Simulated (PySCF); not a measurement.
Sn(Cl)2(I)2, SMILES [Cl][Sn]([Cl])([I])[I] (Cl2I2Sn), singlet, PBE0/def2-SVP optimised geometry. Atoms within 1.6 Å of the plane z = 1.0 Å (x, y, z in Å): Cl1 (-1.59, -2.39, 1.87), Sn2 (-0.83, -1.23, 0.00), I4 (-1.84, 1.23, 0.00), I5 (1.84, -1.23, 0.00).

Level of theory: PBE0/def2-TZVP, def2 effective core potentials past Kr (PySCF). The core electrons that the potentials of I, Sn replace are not part of the density.

Map of the electrostatic potential (hartree/e), clipped to [-0.08, 0.12] on the plane z = 1.0 Å:

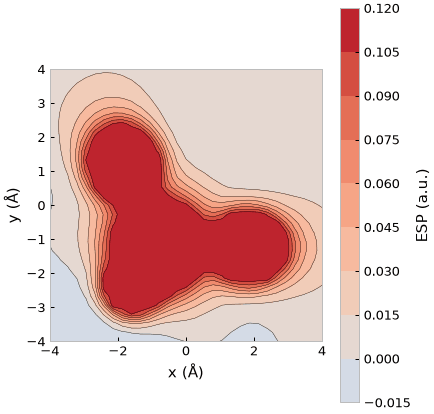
Electrostatic potential (hartree/e), clipped to [-0.08, 0.12] on the plane z = 1.0 Å.
